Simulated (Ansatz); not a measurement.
AlNH$_{4}$F$_{2}$: nudged elastic band (part 1 of 2)

AlNH$_{4}$F$_{2}$, computed with RKS BLYP/def2-SVP (Ansatz 0.2.0).

The run did not end well. It belongs to a series of runs on one base structure; here: band between the two ends.

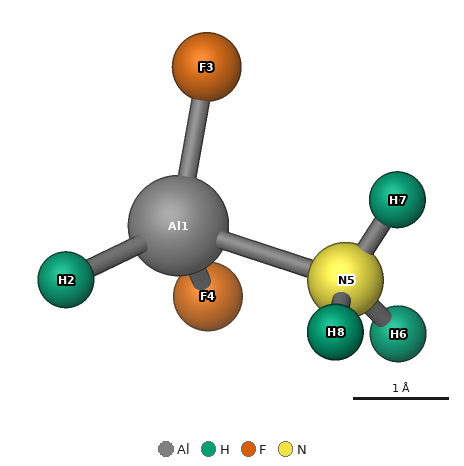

Figure 1. The input geometry (ball-and-stick view, seen at a tilt; atoms are numbered from 1 in the order of the input). Sticks mark near contacts. Bond lengths as drawn: Al–F 1.70 Å, Al–H 1.59 Å, Al–N 2.07 Å and H–N 1.03 Å.

## Input
```yaml
crystal:
  periodic: [false, false, false]
  atoms:
    - { symbol: Al, position_ang: [0.008986, -0.031712, 0.217848] }
    - { symbol: H, position_ang: [-0.237047, 0.924079, 1.46223] }
    - { symbol: F, position_ang: [1.552495, -0.048639, -0.486492] }
    - { symbol: F, position_ang: [-1.270949, -0.278637, -0.868096] }
    - { symbol: "N", position_ang: [0.066798, -1.961145, 0.9648] }
    - { symbol: H, position_ang: [-0.669617, -2.516159, 0.501055] }
    - { symbol: H, position_ang: [0.976856, -2.380784, 0.717409] }
    - { symbol: H, position_ang: [-0.059522, -2.053103, 1.983947] }
basis:
  gaussian: { orbitals: def2-SVP }
hamiltonian:
  xc: blyp
neb:
  order_check: false
  images: 5
  f_tol: 0.05
  max_iterations: 60
  optimiser: fire
  climbing: true
  final_atoms:
    - { symbol: Al, position_ang: [0.10243622, -0.66541961, -0.12412835] }
    - { symbol: H, position_ang: [-0.24068722, 0.51446276, 1.9515308] }
    - { symbol: F, position_ang: [1.4995043, 0.24168756, -0.27966936] }
    - { symbol: F, position_ang: [-1.33614927, -0.00827486, -0.6698979] }
    - { symbol: "N", position_ang: [0.17231091, -2.35110756, 0.41627156] }
    - { symbol: H, position_ang: [-0.6242588, -2.99251546, 0.41327701] }
    - { symbol: H, position_ang: [1.03159475, -2.84802889, 0.66176064] }
    - { symbol: H, position_ang: [-0.23675089, -0.23690393, 2.12355662] }
  initial_path:
    images:
      - { positions_ang: [[0.008986, -0.031712, 0.217848], [-0.237047, 0.924079, 1.46223], [1.552495, -0.048639, -0.486492], [-1.270949, -0.278637, -0.868096], [0.066798, -1.961145, 0.9648], [-0.669617, -2.516159, 0.501055], [0.976856, -2.380784, 0.717409], [-0.059522, -2.053103, 1.983947]] }
      - { positions_ang: [[0.0090186, -0.02043699, 0.14632146], [-0.17373947, 0.61395433, 1.61229421], [1.53392314, -0.02705332, -0.59040948], [-1.32359197, -0.18724214, -0.87355416], [0.07663174, -2.00907797, 0.87548887], [-0.58003054, -2.63218272, 0.3837537], [0.86293432, -2.37111699, 1.00351431], [-0.03714583, -1.7129442, 1.93529209]] }
      - { positions_ang: [[0.00905119, -0.00916199, 0.07479492], [-0.11043193, 0.30382966, 1.76235842], [1.51535129, -0.00546764, -0.69432695], [-1.37623495, -0.09584729, -0.87901232], [0.08646549, -2.05701094, 0.78617774], [-0.49044408, -2.74820644, 0.2664524], [0.74901264, -2.36144997, 1.28961961], [-0.01476965, -1.37278539, 1.88663719]] }
      - { positions_ang: [[0.00908379, 0.00211302, 0.00326838], [-0.0471244, -0.00629502, 1.91242263], [1.49677943, 0.01611803, -0.79824443], [-1.42887792, -0.00445243, -0.88447048], [0.09629923, -2.10494391, 0.69686661], [-0.40085762, -2.86423015, 0.1491511], [0.63509097, -2.35178296, 1.57572492], [0.00760652, -1.03262659, 1.83798228]] }
      - { positions_ang: [[0.04020126, -0.22039786, -0.0391972], [-0.11164534, 0.16729091, 1.92545869], [1.49768772, 0.09130788, -0.62538607], [-1.39796837, -0.00572657, -0.81294629], [0.12163646, -2.18699846, 0.60333493], [-0.47532468, -2.90699192, 0.23719307], [0.7672589, -2.51719827, 1.27107016], [-0.07384595, -0.7673857, 1.93317372]] }
      - { positions_ang: [[0.07131874, -0.44290874, -0.08166278], [-0.17616628, 0.34087683, 1.93849475], [1.49859601, 0.16649772, -0.45252772], [-1.36705882, -0.00700072, -0.7414221], [0.14697369, -2.26905301, 0.50980324], [-0.54979174, -2.94975369, 0.32523504], [0.89942683, -2.68261358, 0.9664154], [-0.15529842, -0.50214482, 2.02836517]] }
      - { positions_ang: [[0.10243622, -0.66541961, -0.12412835], [-0.24068722, 0.51446276, 1.9515308], [1.4995043, 0.24168756, -0.27966936], [-1.33614927, -0.00827486, -0.6698979], [0.17231091, -2.35110756, 0.41627156], [-0.6242588, -2.99251546, 0.41327701], [1.03159475, -2.84802889, 0.66176064], [-0.23675089, -0.23690393, 2.12355662]] }
```

Machine: 1 thread of Arm Neoverse V2, 24 GiB of memory available, shared host.

Launch command:
```bash
ansatz run input.yaml --threads 1 --pin off --max-ram 2048MiB --backend cpu --events-out ev --progress --plain --runs-dir out
```

## The program's output
```
Engine: ansatz 0.2.0, aarch64-unknown-linux-gnu
Functional definition: BLYP
  parameter beta = 0.0042
  parameter a = 0.04918
  parameter b = 0.132
  parameter c = 0.2533
  parameter d = 0.349
  exchange = b88_x(beta = beta)
  correlation = lyp_c(a = a, b = b, c = c, d = d)
893 factors; their error is unknown
mean field evaluation 1: about -13572.5291 eV, gradient 7.5e1 eV
mean field evaluation 2: about -13546.2081 eV, gradient 1.4e2 eV
mean field evaluation 4: about -13582.2084 eV, gradient 8.5e0 eV
mean field evaluation 8: about -13582.3416 eV, gradient 3.3e-2 eV
mean field evaluation 16: about -13582.2908 eV, gradient 1.4e-5 eV
mean field -13582.29081881 eV, -499.1399811838 hartree, gradient 1.4e-5 eV, S^2 0.000000; 0 other end points of the search recorded, 0 dependent functions left out
the calculation of the forces begins
reference -13582.29115064 eV, -499.1399933785 hartree; 21, 21 occupied and 59, 59 virtual orbitals, 893 factors
893 factors; their error is unknown
mean field evaluation 32: about -13581.4866 eV, gradient 2.6e-5 eV
mean field -13581.48656018 eV, -499.1104252244 hartree, gradient 2.6e-5 eV, S^2 0.000000; 0 other end points of the search recorded, 0 dependent functions left out
[... from here on the field's lines of each further geometry are left out, up to the last ...]
NEB iter   1: max|band force component| = 9.315e0 eV/Å  barrier→ = 3.6046 eV  barrier← = 2.8003 eV  Δτ_max = 0.1519 Å  (185 SCF iters)
NEB iter   2: max|band force component| = 5.374e0 eV/Å  barrier→ = 3.1303 eV  barrier← = 2.3260 eV  Δτ_max = 0.0220 Å  (155 SCF iters)
NEB iter   3: max|band force component| = 4.549e0 eV/Å  barrier→ = 3.0357 eV  barrier← = 2.2314 eV  Δτ_max = 0.0400 Å  (146 SCF iters)
NEB iter   4: max|band force component| = 2.749e0 eV/Å  barrier→ = 2.8595 eV  barrier← = 2.0553 eV  Δτ_max = 0.0486 Å  (146 SCF iters)
NEB iter   5: max|band force component| = 2.311e0 eV/Å  barrier→ = 2.6253 eV  barrier← = 1.8210 eV  Δτ_max = 0.0087 Å  (142 SCF iters)
NEB iter   6: max|band force component| = 2.196e0 eV/Å  barrier→ = 2.5674 eV  barrier← = 1.7631 eV  Δτ_max = 0.0173 Å  (145 SCF iters)
NEB iter   7: max|band force component| = 1.967e0 eV/Å  barrier→ = 2.4594 eV  barrier← = 1.6551 eV  Δτ_max = 0.0254 Å  (143 SCF iters)
NEB iter   8: max|band force component| = 1.617e0 eV/Å  barrier→ = 2.3164 eV  barrier← = 1.5121 eV  Δτ_max = 0.0327 Å  (142 SCF iters)
NEB iter   9: max|band force component| = 1.473e0 eV/Å  barrier→ = 2.1598 eV  barrier← = 1.3555 eV  Δτ_max = 0.0386 Å  (140 SCF iters)
NEB iter  10: max|band force component| = 1.290e0 eV/Å  barrier→ = 2.0133 eV  barrier← = 1.2091 eV  Δτ_max = 0.0427 Å  (141 SCF iters)
NEB iter  11: max|band force component| = 1.055e0 eV/Å  barrier→ = 1.8928 eV  barrier← = 1.0885 eV  Δτ_max = 0.0497 Å  (141 SCF iters)
NEB iter  12: max|band force component| = 8.524e-1 eV/Å  barrier→ = 1.7887 eV  barrier← = 0.9844 eV  Δτ_max = 0.0544 Å  (141 SCF iters)
NEB iter  13: max|band force component| = 9.804e-1 eV/Å  barrier→ = 1.6976 eV  barrier← = 0.8933 eV  Δτ_max = 0.0062 Å  (137 SCF iters)
NEB iter  14: max|band force component| = 7.554e-1 eV/Å  barrier→ = 1.6773 eV  barrier← = 0.8731 eV  Δτ_max = 0.0115 Å  (133 SCF iters)
NEB iter  15: max|band force component| = 6.721e-1 eV/Å  barrier→ = 1.6462 eV  barrier← = 0.8419 eV  Δτ_max = 0.0155 Å  (137 SCF iters)
NEB iter  16: max|band force component| = 5.277e-1 eV/Å  barrier→ = 1.6153 eV  barrier← = 0.8111 eV  Δτ_max = 0.0035 Å  (136 SCF iters)
NEB iter  17: max|band force component| = 5.715e-1 eV/Å  barrier→ = 1.6088 eV  barrier← = 0.8046 eV  CI = image 3  Δτ_max = 0.0062 Å  (124 SCF iters)
NEB iter  18: max|band force component| = 5.475e-1 eV/Å  barrier→ = 1.5998 eV  barrier← = 0.7955 eV  CI = image 3  Δτ_max = 0.0093 Å  (131 SCF iters)
NEB iter  19: max|band force component| = 6.556e-1 eV/Å  barrier→ = 1.5896 eV  barrier← = 0.7854 eV  CI = image 3  Δτ_max = 0.0120 Å  (135 SCF iters)
NEB iter  20: max|band force component| = 5.773e-1 eV/Å  barrier→ = 1.5791 eV  barrier← = 0.7749 eV  CI = image 3  Δτ_max = 0.0141 Å  (127 SCF iters)
NEB iter  21: max|band force component| = 4.044e-1 eV/Å  barrier→ = 1.5683 eV  barrier← = 0.7640 eV  CI = image 3  Δτ_max = 0.0157 Å  (142 SCF iters)
NEB iter  22: max|band force component| = 3.472e-1 eV/Å  barrier→ = 1.5565 eV  barrier← = 0.7523 eV  CI = image 3  Δτ_max = 0.0187 Å  (140 SCF iters)
NEB iter  23: max|band force component| = 3.511e-1 eV/Å  barrier→ = 1.5417 eV  barrier← = 0.7374 eV  CI = image 3  Δτ_max = 0.0226 Å  (140 SCF iters)
NEB iter  24: max|band force component| = 3.274e-1 eV/Å  barrier→ = 1.5224 eV  barrier← = 0.7182 eV  CI = image 3  Δτ_max = 0.0270 Å  (138 SCF iters)
NEB iter  25: max|band force component| = 4.707e-1 eV/Å  barrier→ = 1.4994 eV  barrier← = 0.6952 eV  CI = image 3  Δτ_max = 0.0047 Å  (138 SCF iters)
NEB iter  26: max|band force component| = 2.833e-1 eV/Å  barrier→ = 1.4976 eV  barrier← = 0.6933 eV  CI = image 3  Δτ_max = 0.0060 Å  (125 SCF iters)
NEB iter  27: max|band force component| = 2.942e-1 eV/Å  barrier→ = 1.4946 eV  barrier← = 0.6903 eV  CI = image 3  Δτ_max = 0.0033 Å  (129 SCF iters)
NEB iter  28: max|band force component| = 2.359e-1 eV/Å  barrier→ = 1.4933 eV  barrier← = 0.6891 eV  CI = image 3  Δτ_max = 0.0054 Å  (116 SCF iters)
NEB iter  29: max|band force component| = 3.151e-1 eV/Å  barrier→ = 1.4910 eV  barrier← = 0.6867 eV  CI = image 3  Δτ_max = 0.0034 Å  (117 SCF iters)
NEB iter  30: max|band force component| = 2.143e-1 eV/Å  barrier→ = 1.4898 eV  barrier← = 0.6856 eV  CI = image 3  Δτ_max = 0.0049 Å  (115 SCF iters)
NEB iter  31: max|band force component| = 2.168e-1 eV/Å  barrier→ = 1.4877 eV  barrier← = 0.6835 eV  CI = image 3  Δτ_max = 0.0071 Å  (114 SCF iters)
NEB iter  32: max|band force component| = 1.963e-1 eV/Å  barrier→ = 1.4846 eV  barrier← = 0.6804 eV  CI = image 3  Δτ_max = 0.0092 Å  (122 SCF iters)
NEB iter  33: max|band force component| = 1.705e-1 eV/Å  barrier→ = 1.4807 eV  barrier← = 0.6764 eV  CI = image 3  Δτ_max = 0.0111 Å  (129 SCF iters)
NEB iter  34: max|band force component| = 2.268e-1 eV/Å  barrier→ = 1.4759 eV  barrier← = 0.6717 eV  CI = image 3  Δτ_max = 0.0126 Å  (128 SCF iters)
NEB iter  35: max|band force component| = 1.484e-1 eV/Å  barrier→ = 1.4704 eV  barrier← = 0.6662 eV  CI = image 3  Δτ_max = 0.0154 Å  (126 SCF iters)
NEB iter  36: max|band force component| = 2.163e-1 eV/Å  barrier→ = 1.4637 eV  barrier← = 0.6594 eV  CI = image 3  Δτ_max = 0.0182 Å  (142 SCF iters)
NEB iter  37: max|band force component| = 1.647e-1 eV/Å  barrier→ = 1.4558 eV  barrier← = 0.6515 eV  CI = image 3  Δτ_max = 0.0212 Å  (141 SCF iters)
NEB iter  38: max|band force component| = 2.378e-1 eV/Å  barrier→ = 1.4471 eV  barrier← = 0.6428 eV  CI = image 3  Δτ_max = 0.0261 Å  (142 SCF iters)
NEB iter  39: max|band force component| = 1.904e-1 eV/Å  barrier→ = 1.4381 eV  barrier← = 0.6339 eV  CI = image 3  Δτ_max = 0.0048 Å  (139 SCF iters)
NEB iter  40: max|band force component| = 1.959e-1 eV/Å  barrier→ = 1.4373 eV  barrier← = 0.6330 eV  CI = image 3  Δτ_max = 0.0046 Å  (113 SCF iters)
NEB iter  41: max|band force component| = 1.994e-1 eV/Å  barrier→ = 1.4365 eV  barrier← = 0.6322 eV  CI = image 3  Δτ_max = 0.0050 Å  (116 SCF iters)
NEB iter  42: max|band force component| = 2.008e-1 eV/Å  barrier→ = 1.4356 eV  barrier← = 0.6314 eV  CI = image 3  Δτ_max = 0.0047 Å  (115 SCF iters)
NEB iter  43: max|band force component| = 2.084e-1 eV/Å  barrier→ = 1.4348 eV  barrier← = 0.6306 eV  CI = image 3  Δτ_max = 0.0051 Å  (113 SCF iters)
NEB iter  44: max|band force component| = 2.055e-1 eV/Å  barrier→ = 1.4340 eV  barrier← = 0.6298 eV  CI = image 3  Δτ_max = 0.0048 Å  (113 SCF iters)
NEB iter  45: max|band force component| = 2.172e-1 eV/Å  barrier→ = 1.4333 eV  barrier← = 0.6290 eV  CI = image 3  Δτ_max = 0.0053 Å  (114 SCF iters)
NEB iter  46: max|band force component| = 2.106e-1 eV/Å  barrier→ = 1.4325 eV  barrier← = 0.6282 eV  CI = image 3  Δτ_max = 0.0050 Å  (113 SCF iters)
NEB iter  47: max|band force component| = 2.252e-1 eV/Å  barrier→ = 1.4317 eV  barrier← = 0.6275 eV  CI = image 3  Δτ_max = 0.0054 Å  (112 SCF iters)
NEB iter  48: max|band force component| = 2.160e-1 eV/Å  barrier→ = 1.4310 eV  barrier← = 0.6267 eV  CI = image 3  Δτ_max = 0.0051 Å  (113 SCF iters)
NEB iter  49: max|band force component| = 2.326e-1 eV/Å  barrier→ = 1.4303 eV  barrier← = 0.6260 eV  CI = image 3  Δτ_max = 0.0055 Å  (114 SCF iters)
NEB iter  50: max|band force component| = 2.217e-1 eV/Å  barrier→ = 1.4296 eV  barrier← = 0.6253 eV  CI = image 3  Δτ_max = 0.0052 Å  (115 SCF iters)
NEB iter  51: max|band force component| = 2.394e-1 eV/Å  barrier→ = 1.4289 eV  barrier← = 0.6246 eV  CI = image 3  Δτ_max = 0.0057 Å  (112 SCF iters)
NEB iter  52: max|band force component| = 2.277e-1 eV/Å  barrier→ = 1.4282 eV  barrier← = 0.6239 eV  CI = image 3  Δτ_max = 0.0054 Å  (113 SCF iters)
NEB iter  53: max|band force component| = 2.458e-1 eV/Å  barrier→ = 1.4275 eV  barrier← = 0.6233 eV  CI = image 3  Δτ_max = 0.0058 Å  (113 SCF iters)
NEB iter  54: max|band force component| = 2.337e-1 eV/Å  barrier→ = 1.4269 eV  barrier← = 0.6226 eV  CI = image 3  Δτ_max = 0.0055 Å  (114 SCF iters)
NEB iter  55: max|band force component| = 2.519e-1 eV/Å  barrier→ = 1.4262 eV  barrier← = 0.6220 eV  CI = image 3  Δτ_max = 0.0015 Å  (113 SCF iters)
NEB iter  56: max|band force component| = 1.290e-1 eV/Å  barrier→ = 1.4261 eV  barrier← = 0.6218 eV  CI = image 3  Δτ_max = 0.0022 Å  (98 SCF iters)
NEB iter  57: max|band force component| = 1.210e-1 eV/Å  barrier→ = 1.4258 eV  barrier← = 0.6215 eV  CI = image 3  Δτ_max = 0.0022 Å  (100 SCF iters)
NEB iter  58: max|band force component| = 1.760e-1 eV/Å  barrier→ = 1.4253 eV  barrier← = 0.6210 eV  CI = image 3  Δτ_max = 0.0030 Å  (99 SCF iters)
NEB iter  59: max|band force component| = 1.727e-1 eV/Å  barrier→ = 1.4247 eV  barrier← = 0.6204 eV  CI = image 3  Δτ_max = 0.0036 Å  (102 SCF iters)
the calculation of the forces begins
reference -13581.23820274 eV, -499.1012982569 hartree; 21, 21 occupied and 59, 59 virtual orbitals, 893 factors
these checks for a lower state are left out or cut short: starts, cluster_reference, orbital_swaps, neighbouring_geometries, increment
893 factors; their error is unknown
mean field -13581.44473972 eV, -499.1088883508 hartree, gradient 1.4e-5 eV, S^2 0.000000; 0 other end points of the search recorded, 0 dependent functions left out
the calculation of the forces begins
reference -13581.44506571 eV, -499.1089003308 hartree; 21, 21 occupied and 59, 59 virtual orbitals, 893 factors
NEB iter  60: max|band force component| = 1.172e-1 eV/Å  barrier→ = 1.4239 eV  barrier← = 0.6197 eV  CI = image 3  Δτ_max = 0.0044 Å  (104 SCF iters)
```
